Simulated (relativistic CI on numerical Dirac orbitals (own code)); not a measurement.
**Ti³⁺: L2,3 absorption with charge transfer**

Aim: the L2,3 absorption spectrum of Ti³⁺ in a cubic metal-ligand cluster, for 5 values of Delta.

The numbers are computed with relativistic CI on numerical Dirac orbitals (own code) version 3 (charge-transfer multiplet model of a cubic metal-ligand cluster with up to 1 ligand holes, Slater and spin-orbit integrals from Dirac-Coulomb-Breit ions, Slater integrals scaled by 0.8), except any that are marked as measured or tabulated.

## Step 1: What is computed

```
ion                  : Ti³⁺ (Ti IV)
nuclear charge       : 22
electrons            : 19
d electrons          : 1
ligand holes at most : 1
parameters           : in eV; Veg, Vt2g hoppings, tenDq and tenDqL metal and ligand splittings (negative tenDq: tetrahedral), red the scaling of hopping with a core hole
temperature          : 300 K
widths               : Lorentz 0.4 eV, Gauss 0.3 eV
```

## Step 2: Delta = 4.8 eV

Settings of the run:

```ini
cluster ion=Ti3+ d1 ligand_holes=1 slater_scale=0.8
Delta=4.8 Udd=4.4 Upd=5.3 tenDq=1.35 tenDqL=0.8 Veg=3 Vt2g=-1.28 red=0.8
spectrum xas L2,3 T=300 lorentz=0.4 gauss=0.3
```

Command:

```
$ python run_levels.py task.json out
```

One command runs all members of the session, one after another, from task.json.

## Step 3: Delta = 1.8 eV

Settings of the run:

```ini
cluster ion=Ti3+ d1 ligand_holes=1 slater_scale=0.8
Delta=1.8 Udd=4.4 Upd=5.3 tenDq=1.35 tenDqL=0.8 Veg=3 Vt2g=-1.28 red=0.8
spectrum xas L2,3 T=300 lorentz=0.4 gauss=0.3
```

## Step 4: Delta = 3.8 eV

Settings of the run:

```ini
cluster ion=Ti3+ d1 ligand_holes=1 slater_scale=0.8
Delta=3.8 Udd=4.4 Upd=5.3 tenDq=1.35 tenDqL=0.8 Veg=3 Vt2g=-1.28 red=0.8
spectrum xas L2,3 T=300 lorentz=0.4 gauss=0.3
```

## Step 5: Delta = 5.8 eV

Settings of the run:

```ini
cluster ion=Ti3+ d1 ligand_holes=1 slater_scale=0.8
Delta=5.8 Udd=4.4 Upd=5.3 tenDq=1.35 tenDqL=0.8 Veg=3 Vt2g=-1.28 red=0.8
spectrum xas L2,3 T=300 lorentz=0.4 gauss=0.3
```

## Step 6: Delta = 7.8 eV

Settings of the run:

```ini
cluster ion=Ti3+ d1 ligand_holes=1 slater_scale=0.8
Delta=7.8 Udd=4.4 Upd=5.3 tenDq=1.35 tenDqL=0.8 Veg=3 Vt2g=-1.28 red=0.8
spectrum xas L2,3 T=300 lorentz=0.4 gauss=0.3
```

(Steps that only read results are left out.)

**Question.** What will these runs give? Wanted: d count; ground spin.

The runs gave:

| run | d count | weight without ligand hole | ground S | up to four highest peaks (% of the highest), eV from the first main peak |
| --- | --- | --- | --- | --- |
| Delta = 4.8 eV | 1.33 | 0.67 | 0.50 | 0.0 (100), 1.6 (57), 4.3 (67), 5.3 (99) |
| Delta = 1.8 eV | 1.43 | 0.57 | 0.50 | 0.0 (100), 1.8 (51), 4.4 (81), 5.3 (89) |
| Delta = 3.8 eV | 1.36 | 0.64 | 0.50 | 0.0 (100), 1.7 (56), 4.4 (69), 5.2 (97) |
| Delta = 5.8 eV | 1.30 | 0.70 | 0.50 | 0.0 (99), 1.6 (59), 4.1 (71), 5.2 (100) |
| Delta = 7.8 eV | 1.24 | 0.76 | 0.50 | 0.0 (97), 1.6 (58), 4.0 (76), 5.3 (100) |

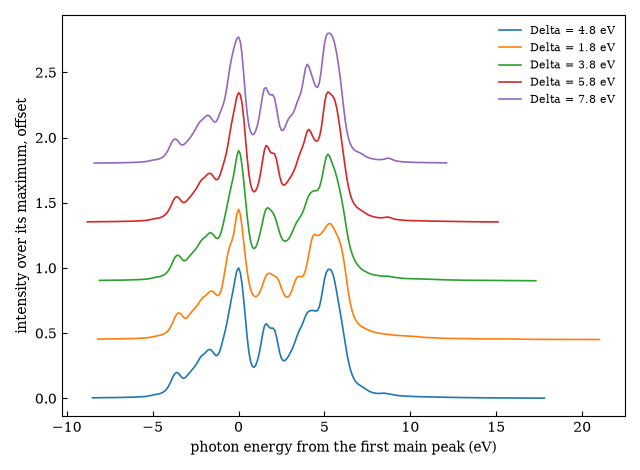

The spectra, each scaled to its maximum and offset.

```
                           quantity         value
                            d count  1.24 to 1.43
ground spin (effective S from ⟨S²⟩)          0.50
```

From Delta = 1.8 eV to Delta = 7.8 eV the ground-state d count goes from 1.43 to 1.24. In the first run d1 holds 67 % of the ground state. The space is cut at the given number of ligand holes while the last configuration still holds over a tenth of the ground state. The cluster parameters are drawn, not fitted to a compound.
